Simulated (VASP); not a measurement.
Band structure of HfC (rock salt). All values below come from AM05 GGA, VASP's PBE PAW potentials (set 64) (plane waves; VASP).

Unless said otherwise, spin-orbit coupling is left out, though it shifts the bands of the heavy elements here.

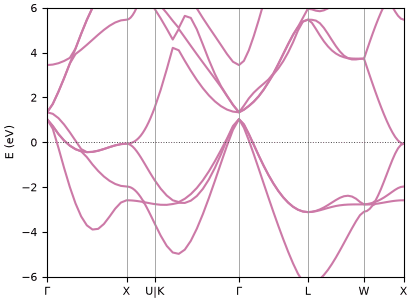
Figure. Bands along high-symmetry lines, zero at the valence-band maximum or, without a gap, the Fermi level

### Question
Read the plot: is there a gap, and where are the band edges?

### Answer
It has no gap at this level: it comes out as a metal or semimetal. (Edges off the drawn lines would not show.)

The compound is HfC in the rock salt structure. It was relaxed first.
